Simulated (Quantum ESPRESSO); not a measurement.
# NiS: non-collinear starts

Wanted: energies and final angles of several spin textures of NiS

Main program and level: Quantum ESPRESSO 7.5; LDA with U = 6 eV on Ni d (ortho-atomic projectors); plane waves with GBRV 1.5 LDA potentials, no spin-orbit coupling.

The database entry behind the starting cell differs from later determinations by our own check (about 0.4 % short), so it need not match the best structure at ambient conditions.

### 1. The starting structure

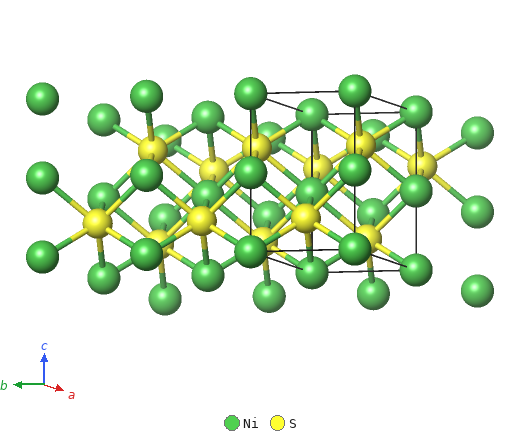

Start, viewed from a free direction; nickel green, sulfur yellow. 2×3×1 cells are drawn. Bonds to atoms that aren't drawn are left out. Some periodic images of atoms are drawn too.

The cell comes from the Crystallography Open Database.

### 2. Start 1: collinear parallel

The input, pw.in:

```
&CONTROL
  calculation = 'scf'
  prefix = 'pwscf'
  outdir = './tmp'
  pseudo_dir = './pseudo'
  disk_io = 'nowf'
/
&SYSTEM
  ibrav = 0
  celldm(1) = 8
  nat = 4
  ntyp = 2
  ecutwfc = 34
  ecutrho = 238
  nbnd = 66
  occupations = 'smearing'
  smearing = 'fd'
  degauss = 0.00734986
  noncolin = .true.
  starting_magnetization(1) = 0.1111
  angle1(1) = 0
  angle2(1) = 0
  starting_magnetization(2) = 0
  nosym = .true.
/
&ELECTRONS
  conv_thr = 4d-08
  electron_maxstep = 150
  mixing_beta = 0.3
/
ATOMIC_SPECIES
Ni     58.6934 ni_lda_v1.4.uspp.F.UPF
S      32.0600 s_lda_v1.4.uspp.F.UPF
CELL_PARAMETERS alat
   0.8090389971054    0.0000000000000    0.0000000000000
  -0.4045194985527    0.7006483241546    0.0000000000000
   0.0000000000000    0.0000000000000    1.2613921881877
ATOMIC_POSITIONS crystal
Ni      0.0000000000    0.0000000000    0.0000000000
Ni      0.0000000000    0.0000000000    0.5000000000
S       0.3333333333    0.6666666667    0.2500000000
S       0.6666666667    0.3333333333    0.7500000000
K_POINTS automatic
5 5 3 0 0 0
HUBBARD {ortho-atomic}
U Ni-3d 6.0000
```

Command:

```console
OMP_NUM_THREADS=1 mpirun -n 4 pw.x -nk 4 -in pw.in > pw.out
```

Log:

```text
Program PWSCF v.7.5 starts

     K-points division:     npool     =       4
     Subspace diagonalization in iterative solution of the eigenvalue problem:

     bravais-lattice index     =            0
     lattice parameter (alat)  =       8.0000  a.u.
     unit-cell volume          =     366.0915 (a.u.)^3
     number of atoms/cell      =            4
     number of atomic types    =            2
     number of electrons       =        48.00
     number of Kohn-Sham states=           66
     kinetic-energy cutoff     =      34.0000  Ry
     charge density cutoff     =     238.0000  Ry
     scf convergence threshold =      4.0E-08
     mixing beta               =       0.3000
     number of iterations used =            8  plain     mixing
     Exchange-correlation=  SLA  PZ   NOGX NOGC
                           (   1   1   0   0   0   0   0)
     Noncollinear calculation without spin-orbit

     Hubbard projectors: ortho-atomic
     Hubbard parameters of DFT+U (Dudarev formulation) in eV:
     U(Ni-3d) =  6.0000

     Internal variables: lda_plus_u =T, lda_plus_u_kind = 0

     Internal variables: orbital_resolved =F, hub_pot_fix =F, apply_U = F

     celldm(1)=   8.000000  celldm(2)=   0.000000  celldm(3)=   0.000000
     celldm(4)=   0.000000  celldm(5)=   0.000000  celldm(6)=   0.000000

     crystal axes: (cart. coord. in units of alat)
               a(1) = (   0.809039   0.000000   0.000000 )
               a(2) = (  -0.404519   0.700648   0.000000 )
               a(3) = (   0.000000   0.000000   1.261392 )

     reciprocal axes: (cart. coord. in units 2 pi/alat)
               b(1) = (  1.236034  0.713625 -0.000000 )
               b(2) = (  0.000000  1.427250  0.000000 )
               b(3) = (  0.000000 -0.000000  0.792775 )

     PseudoPot. # 1 for Ni read from file:
     ni_lda_v1.4.uspp.F.UPF
     Pseudo is Ultrasoft + core correction, Zval = 18.0

     PseudoPot. # 2 for S  read from file:
     s_lda_v1.4.uspp.F.UPF
     Pseudo is Ultrasoft + core correction, Zval =  6.0

     atomic species   valence    mass     pseudopotential
     Ni               18.00    58.69340     Ni( 1.00)
     S                 6.00    32.06000     S ( 1.00)

     No symmetry found

   Cartesian axes

     site n.     atom                  positions (alat units)
         1        Ni     tau(   1) = (   0.0000000   0.0000000   0.0000000  )
         2        Ni     tau(   2) = (   0.0000000   0.0000000   0.6306961  )
         3        S      tau(   3) = (  -0.0000000   0.4670989   0.3153480  )
         4        S      tau(   4) = (   0.4045195   0.2335494   0.9460441  )

     number of k points=    75  Fermi-Dirac smearing, width (Ry)=  0.0073
                       cart. coord. in units 2pi/alat
        k(    1) = (   0.0000000   0.0000000   0.0000000), wk =   0.0133333
        k(    2) = (   0.0000000   0.0000000   0.2642583), wk =   0.0133333
        k(    3) = (   0.0000000   0.0000000  -0.2642583), wk =   0.0133333
        k(    4) = (   0.0000000   0.2854499   0.0000000), wk =   0.0133333
        k(    5) = (   0.0000000   0.2854499   0.2642583), wk =   0.0133333
        [... 70 further k-points ...]

     Dense  grid:    22669 G-vectors     FFT dimensions: (  32,  32,  50)

     Smooth grid:     9769 G-vectors     FFT dimensions: (  25,  25,  40)

     Check: negative core charge=   -0.000007
     Generating pointlists ...
     new r_m :   0.2325 (alat units)  1.8598 (a.u.) for type    1
     new r_m :   0.2325 (alat units)  1.8598 (a.u.) for type    2

     Initial potential from superposition of free atoms

     starting charge      43.9999, renormalised to      48.0000

     STARTING HUBBARD OCCUPATIONS:

     ================= HUBBARD OCCUPATIONS ================
     ------------------------ ATOM    1 ------------------------
     Tr[ns(  1)] (up, down, total) =   5.00000  3.00000  8.00000
     [... lines left out ...]
     Atomic magnetic moment mx, my, mz =     0.000000    0.000000    2.000000
     ------------------------ ATOM    2 ------------------------
     Tr[ns(  2)] (up, down, total) =   5.00000  3.00000  8.00000
     [... lines left out ...]
     Atomic magnetic moment mx, my, mz =     0.000000    0.000000    2.000000

     Number of occupied Hubbard levels =   16.0000

 ==============================================================================
     atom number    1 relative position :    0.0000   0.0000   0.0000
     charge :    17.314588  (integrated on a sphere of radius 0.232)
     magnetization :          0.000000    0.000000    1.890847
     magnetization/charge:    0.000000    0.000000    0.109205
     polar coord.: r, theta, phi [deg] :     1.890847    0.000000  360.000000

 ==============================================================================

 ==============================================================================
     atom number    2 relative position :    0.0000   0.0000   0.6307
     charge :    17.314588  (integrated on a sphere of radius 0.232)
     magnetization :          0.000000    0.000000    1.890847
     magnetization/charge:    0.000000    0.000000    0.109205
     polar coord.: r, theta, phi [deg] :     1.890847    0.000000  360.000000

[...]
polar coord.: r, theta, phi [deg] :     0.002875    0.000000  360.000000

 ==============================================================================

 ==============================================================================
     atom number    4 relative position :    0.4045   0.2335   0.9460
     charge :     4.097356  (integrated on a sphere of radius 0.232)
     magnetization :          0.000000    0.000000    0.002875
     magnetization/charge:    0.000000    0.000000    0.000702
     polar coord.: r, theta, phi [deg] :     0.002875    0.000000  360.000000

 ==============================================================================

     Atomic wfc used for Hubbard projectors are orthogonalized

     Starting wfcs are   68 randomized atomic wfcs

     Self-consistent Calculation

     iteration #  1     ecut=    34.00 Ry     beta= 0.30
     Davidson diagonalization with overlap
     ethr =  1.00E-02,  avg # of iterations =  6.8

     ================= HUBBARD OCCUPATIONS ================
     ------------------------ ATOM    1 ------------------------
     Tr[ns(  1)] (up, down, total) =   1.38577  0.64593  2.03170
     [... lines left out ...]
     Atomic magnetic moment mx, my, mz =    -0.000000   -0.000000    0.739840
     ------------------------ ATOM    2 ------------------------
     Tr[ns(  2)] (up, down, total) =   1.38513  0.64575  2.03088
     [... lines left out ...]
     Atomic magnetic moment mx, my, mz =    -0.000000    0.000000    0.739374

     Number of occupied Hubbard levels =    4.0626

     total energy              =    -706.25813401 Ry
     estimated scf accuracy    <      89.36272109 Ry

     total magnetization       =     0.00    -0.00     1.08 Bohr mag/cell
     absolute magnetization    =     1.83 Bohr mag/cell

     iteration #  2     ecut=    34.00 Ry     beta= 0.30
     Davidson diagonalization with overlap
     ethr =  1.00E-02,  avg # of iterations =  3.1

     total energy              =    -732.03675932 Ry
     estimated scf accuracy    <      32.25433545 Ry

     total magnetization       =     0.00     0.00     0.09 Bohr mag/cell
     absolute magnetization    =     0.16 Bohr mag/cell

     [... further iterations left out ...]

     iteration # 38     ecut=    34.00 Ry     beta= 0.30
     Davidson diagonalization with overlap
     ethr =  1.11E-10,  avg # of iterations =  1.4

     total energy              =    -734.17232647 Ry
     estimated scf accuracy    <       0.00000004 Ry

     total magnetization       =     0.00    -0.00     0.00 Bohr mag/cell
     absolute magnetization    =     0.01 Bohr mag/cell

     iteration # 39     ecut=    34.00 Ry     beta= 0.30
     Davidson diagonalization with overlap
     ethr =  8.55E-11,  avg # of iterations =  1.0

 ==============================================================================
     atom number    1 relative position :    0.0000   0.0000   0.0000
     charge :    16.548808  (integrated on a sphere of radius 0.232)
     magnetization :          0.000000   -0.000000    0.000588
     magnetization/charge:    0.000000   -0.000000    0.000036
     polar coord.: r, theta, phi [deg] :     0.000588    0.000004  360.000000

 ==============================================================================

 ==============================================================================
     atom number    2 relative position :    0.0000   0.0000   0.6307
     charge :    16.548862  (integrated on a sphere of radius 0.232)
     magnetization :         -0.000000    0.000000    0.000148
     magnetization/charge:   -0.000000    0.000000    0.000009
     polar coord.: r, theta, phi [deg] :     0.000148    0.000016  360.000000

 ==============================================================================

 ==============================================================================
     atom number    3 relative position :   -0.0000   0.4671   0.3153
     charge :     3.988568  (integrated on a sphere of radius 0.232)
     magnetization :          0.000000   -0.000000    0.000049
     magnetization/charge:    0.000000   -0.000000    0.000012
     polar coord.: r, theta, phi [deg] :     0.000049    0.000000  360.000000

 ==============================================================================

 ==============================================================================
     atom number    4 relative position :    0.4045   0.2335   0.9460
     charge :     3.988576  (integrated on a sphere of radius 0.232)
     magnetization :          0.000000   -0.000000    0.000049
     magnetization/charge:    0.000000   -0.000000    0.000012
     polar coord.: r, theta, phi [deg] :     0.000049    0.000000  360.000000

 ==============================================================================

     End of self-consistent calculation

     ================= HUBBARD OCCUPATIONS ================
     ------------------------ ATOM    1 ------------------------
     Tr[ns(  1)] (up, down, total) =   4.40943  4.40885  8.81828
     [... lines left out ...]
     Atomic magnetic moment mx, my, mz =     0.000000   -0.000000    0.000582
     ------------------------ ATOM    2 ------------------------
     Tr[ns(  2)] (up, down, total) =   4.40923  4.40910  8.81833
     [... lines left out ...]
     Atomic magnetic moment mx, my, mz =    -0.000000    0.000000    0.000131

     Number of occupied Hubbard levels =   17.6366
     [... lines left out ...]
     the Fermi energy is    12.1812 ev

!    total energy              =    -734.17232651 Ry
     estimated scf accuracy    <       0.00000004 Ry
     smearing contrib. (-TS)   =      -0.00675774 Ry
     internal energy E=F+TS    =    -734.16556877 Ry

     The total energy is F=E-TS. E is the sum of the following terms:
     one-electron contribution =    -521.55562679 Ry
     hartree contribution      =     286.62033782 Ry
     xc contribution           =     -87.24274137 Ry
     ewald contribution        =    -412.40287980 Ry
     Hubbard energy            =       0.41534138 Ry

     total magnetization       =     0.00    -0.00     0.00 Bohr mag/cell
     absolute magnetization    =     0.01 Bohr mag/cell

     convergence has been achieved in  39 iterations

=------------------------------------------------------------------------------=
   JOB DONE.
=------------------------------------------------------------------------------=
```

It took 2.9 min on 4 MPI ranks of Arm Neoverse V2, shared host; peak memory 0.59 GiB; 11 min of CPU time.

Spin moment in the atom's sphere by atom:

```tsv
atom	x (μB)	y (μB)	z (μB)	size
Ni1	0.0000	0.0000	0.0006	0.0006
Ni2	0.0000	0.0000	0.0001	0.0001
S3	0.0000	0.0000	0.0000	0.0000
S4	0.0000	0.0000	0.0000	0.0000
```

Read from the output:

| Quantity | Value |
| --- | --- |
| smearing term TS | 0.09194 eV |
| magnetization | 0, 0, 0.001 μB |
| absolute magnetization | 0.007 μB |
| final state | non-magnetic |

### 3. Start 2: two sublattices 30 degrees apart

pw.in: that of step 2 with these lines changed.

```diff
@@ -11,3 +11,3 @@
   nat = 4
-  ntyp = 2
+  ntyp = 3
   ecutwfc = 34
@@ -20,5 +20,8 @@
   starting_magnetization(1) = 0.1111
-  angle1(1) = 0
+  angle1(1) = 90
   angle2(1) = 0
-  starting_magnetization(2) = 0
+  starting_magnetization(2) = 0.1111
+  angle1(2) = 90
+  angle2(2) = 29.999
+  starting_magnetization(3) = 0
   nosym = .true.
@@ -31,3 +34,4 @@
 ATOMIC_SPECIES
-Ni     58.6934 ni_lda_v1.4.uspp.F.UPF
+Ni1    58.6934 ni_lda_v1.4.uspp.F.UPF
+Ni2    58.6934 ni_lda_v1.4.uspp.F.UPF
 S      32.0600 s_lda_v1.4.uspp.F.UPF
@@ -38,4 +42,4 @@
 ATOMIC_POSITIONS crystal
-Ni      0.0000000000    0.0000000000    0.0000000000
-Ni      0.0000000000    0.0000000000    0.5000000000
+Ni1     0.0000000000    0.0000000000    0.0000000000
+Ni2     0.0000000000    0.0000000000    0.5000000000
 S       0.3333333333    0.6666666667    0.2500000000
@@ -45,2 +49,3 @@
 HUBBARD {ortho-atomic}
-U Ni-3d 6.0000
+U Ni1-3d 6.0000
+U Ni2-3d 6.0000
```

Log:

```text
     [... lines left out ...]
Program PWSCF v.7.5 starts
     [... lines left out ...]
     number of atoms/cell      =            4
     [... lines left out ...]
     number of electrons       =        48.00
     number of Kohn-Sham states=           66
     kinetic-energy cutoff     =      34.0000  Ry
     charge density cutoff     =     238.0000  Ry
     scf convergence threshold =      4.0E-08
     [... lines left out ...]
     Noncollinear calculation without spin-orbit
     [... lines left out ...]
     No symmetry found
     [... lines left out ...]
     number of k points=    75  Fermi-Dirac smearing, width (Ry)=  0.0073
     [... lines left out ...]
     iteration # 39     ecut=    34.00 Ry     beta= 0.30
     [... lines left out ...]
     atom number    1 relative position :    0.0000   0.0000   0.0000
     [... lines left out ...]
     magnetization :          0.297576   -1.227252   -0.000264
     [... lines left out ...]
     atom number    2 relative position :    0.0000   0.0000   0.6307
     [... lines left out ...]
     magnetization :         -0.297823    1.227158    0.000219
     [... lines left out ...]
     atom number    3 relative position :   -0.0000   0.4671   0.3153
     [... lines left out ...]
     magnetization :         -0.000026    0.000007   -0.000003
     [... lines left out ...]
     atom number    4 relative position :    0.4045   0.2335   0.9460
     [... lines left out ...]
     magnetization :         -0.000026    0.000007   -0.000003
     [... lines left out ...]
     Tr[ns(  1)] (up, down, total) =   4.27080  4.27106  8.54186
     [... lines left out ...]
     Tr[ns(  2)] (up, down, total) =   4.27105  4.27083  8.54188
     [... lines left out ...]
     the Fermi energy is    12.5289 ev
!    total energy              =    -734.24351909 Ry
     estimated scf accuracy    <       0.00000001 Ry
     smearing contrib. (-TS)   =      -0.00014682 Ry
     [... lines left out ...]
     total magnetization       =    -0.00    -0.00    -0.00 Bohr mag/cell
     absolute magnetization    =     2.86 Bohr mag/cell
     convergence has been achieved in  39 iterations
```

Elapsed: 3 min, on 4 MPI ranks; peak memory 0.6 GiB.

Spin moment in the atom's sphere by atom:

```tsv
atom	x (μB)	y (μB)	z (μB)	size
Ni1	0.30	-1.23	0.00	1.26
Ni2	-0.30	1.23	0.00	1.26
S3	0.00	0.00	0.00	0.00
S4	0.00	0.00	0.00	0.00
```

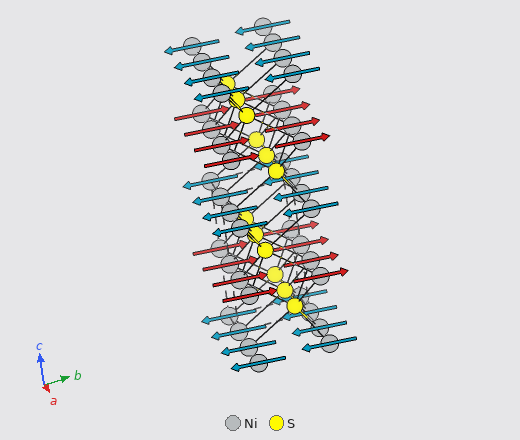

Spin moment in the atom's sphere as arrows, the longest 1.26 μB. The two directions have two colours. Bonds to atoms that aren't drawn are left out. 3×1×2 cells are drawn. Some periodic images of atoms are drawn too.

This step gave:

```
smearing term TS       : 0.001998 eV
magnetization          : 0, 0, 0 μB
absolute magnetization : 2.858 μB
final state            : antiferromagnetic
```

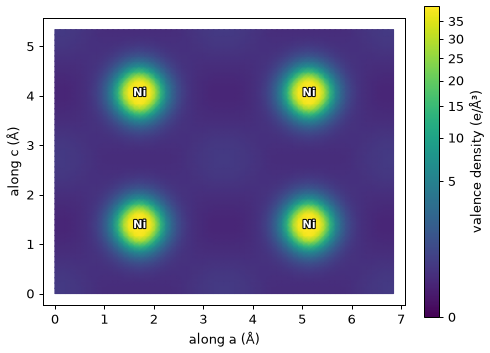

Valence density in the ac plane at fractional y = 0.000, with atoms of Ni within 0.2 Å of it. It is the smooth field of the valence electrons, not physical close to the nuclei. The map starts off the cell's origin, so that atoms lie inside it. The colour scale is stretched toward low values.

### 4. Start 3: random 1

pw.in: that of step 3 with these lines changed.

```diff
@@ -20,7 +20,7 @@
   starting_magnetization(1) = 0.1111
-  angle1(1) = 90
-  angle2(1) = 0
+  angle1(1) = 65.657
+  angle2(1) = 32.852
   starting_magnetization(2) = 0.1111
-  angle1(2) = 90
-  angle2(2) = 29.999
+  angle1(2) = 122.809
+  angle2(2) = -17.228
   starting_magnetization(3) = 0
```

Log:

```text
     [... lines left out ...]
Program PWSCF v.7.5 starts
     [... lines left out ...]
     number of atoms/cell      =            4
     [... lines left out ...]
     number of electrons       =        48.00
     number of Kohn-Sham states=           66
     kinetic-energy cutoff     =      34.0000  Ry
     charge density cutoff     =     238.0000  Ry
     scf convergence threshold =      4.0E-08
     [... lines left out ...]
     Noncollinear calculation without spin-orbit
     [... lines left out ...]
     No symmetry found
     [... lines left out ...]
     number of k points=    75  Fermi-Dirac smearing, width (Ry)=  0.0073
     [... lines left out ...]
     iteration # 33     ecut=    34.00 Ry     beta= 0.30
     [... lines left out ...]
     atom number    1 relative position :    0.0000   0.0000   0.0000
     [... lines left out ...]
     magnetization :         -0.006297    0.780675    0.992728
     [... lines left out ...]
     atom number    2 relative position :    0.0000   0.0000   0.6307
     [... lines left out ...]
     magnetization :          0.005742   -0.780533   -0.992694
     [... lines left out ...]
     atom number    3 relative position :   -0.0000   0.4671   0.3153
     [... lines left out ...]
     magnetization :         -0.000037   -0.000021   -0.000039
     [... lines left out ...]
     atom number    4 relative position :    0.4045   0.2335   0.9460
     [... lines left out ...]
     magnetization :         -0.000037   -0.000021   -0.000039
     [... lines left out ...]
     Tr[ns(  1)] (up, down, total) =   4.76868  3.77311  8.54179
     [... lines left out ...]
     Tr[ns(  2)] (up, down, total) =   3.77316  4.76870  8.54186
     [... lines left out ...]
     the Fermi energy is    12.5290 ev
!    total energy              =    -734.24351910 Ry
     estimated scf accuracy    <       0.00000001 Ry
     smearing contrib. (-TS)   =      -0.00014671 Ry
     [... lines left out ...]
     total magnetization       =    -0.00     0.00    -0.00 Bohr mag/cell
     absolute magnetization    =     2.86 Bohr mag/cell
     convergence has been achieved in  33 iterations
```

It took 2.6 min on 4 MPI ranks; peak memory 0.6 GiB.

Spin moment in the atom's sphere by atom:

```tsv
atom	x (μB)	y (μB)	z (μB)	size
Ni1	-0.01	0.78	0.99	1.26
Ni2	0.01	-0.78	-0.99	1.26
S3	0.00	0.00	0.00	0.00
S4	0.00	0.00	0.00	0.00
```

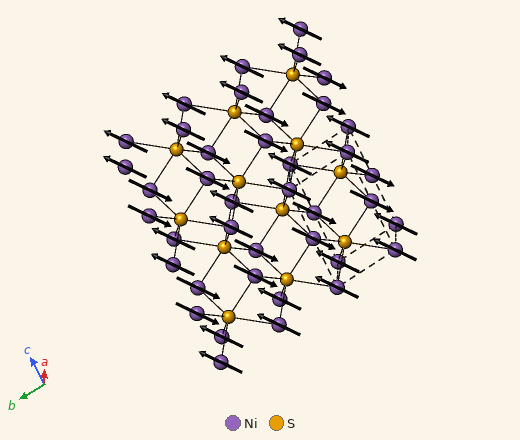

Spin moment in the atom's sphere as arrows, the longest 1.26 μB. Bonds to atoms that aren't drawn are left out. 1×3×2 cells are drawn. Some periodic images of atoms are drawn too.

Numbers from this step:

```
smearing term TS       : 0.001996 eV
magnetization          : -0.001, 0, 0 μB
absolute magnetization : 2.858 μB
final state            : antiferromagnetic
```

(Continued in part 2 of 2.)

[Logs and program files are shortened in this print: banners, set-up blocks, solver, clock and traceback lines can be left out without a mark of their own.]

[Logs are printed without paths, hosts, clocks, repeated set-up lines and the standing remarks that a program may print on its own settings, such as how far it seeks lower states.]

[Hosts, paths, dates, database ids (printed as entryN), source tags and the programs' standing remarks are cut or masked in the printed files.]

[Where a cell is said to come from a database of computed structures, the database is the Materials Project.]
